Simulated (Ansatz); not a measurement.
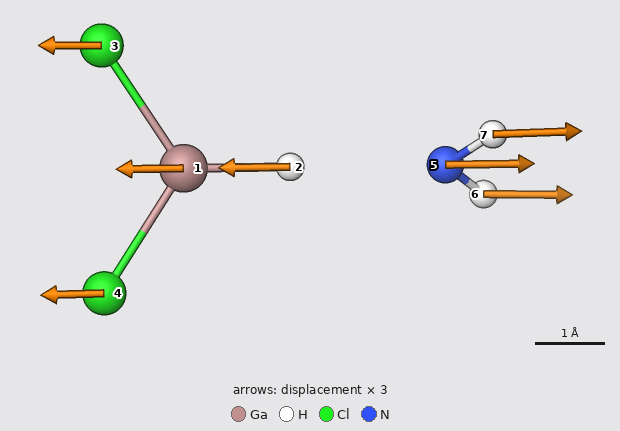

This is a relaxation of GaNH3Cl2 (multiplicity 2). The starting structure is drawn; orange arrows show the displacements, magnified 3 times. The two geometries are superimposed by the best rigid fit.

Style: ball-and-stick. Shown face on.

The run prepares an end point of a later path (reaction) calculation, from a guessed geometry.

All numbers below come from UHF/def2-SVP in Ansatz.

The input:
```yaml
crystal:
  periodic: [false, false, false]
  atoms:
    - { symbol: Ga, position_ang: [0.0, 0.0, -0.255501] }
    - { symbol: H, position_ang: [0.0, 0.0, 1.308126] }
    - { symbol: Cl, position_ang: [1.805412, 0.010262, -1.436537] }
    - { symbol: Cl, position_ang: [-1.805412, -0.010262, -1.436537] }
    - { symbol: "N", position_ang: [0.0, 0.0, 3.582505] }
    - { symbol: H, position_ang: [-0.44832, -0.659168, 4.208972] }
    - { symbol: H, position_ang: [0.44832, 0.659168, 4.208972] }
magnetization:
  spin_polarized: true
  initial_magnetization: 1
basis:
  gaussian: { orbitals: def2-SVP }
hamiltonian:
  xc: hf
relax:
  f_tol: 0.03
  max_steps: 50
```

Run as
```bash
ansatz run input.yaml --threads 2 --pin off --max-ram 3072MiB --backend cpu --events-out ev --progress --plain --runs-dir out
```

Question: Describe the change and its energy.

Answer: After 4 geometry steps the energy has fallen by 0.109 eV. Largest force component: 0.64 eV/Å at the start, 0.029 eV/Å at the end. The largest moves after the best rigid fit, 0.44 Å, are those of N5, H6 and H7. Largest moves by element: N 0.44 Å, H 0.44 Å, Ga 0.33 Å, Cl 0.32 Å. Near-neighbour distances that change, for instance: Ga1–H2 1.564 → 1.543 Å, Ga1–Cl3 2.157 → 2.151 Å. The run took 9.7 s on 2 threads of Intel(R) Xeon(R) Platinum 8488C (Sapphire Rapids), on a shared host, peak memory 0.31 GiB.

Limits of the set-up: the start holds two separate molecules, 2.3 Å apart at their closest, whose relative position is a soft coordinate and is computed without a dispersion correction; Hartree-Fock leaves out electron correlation.
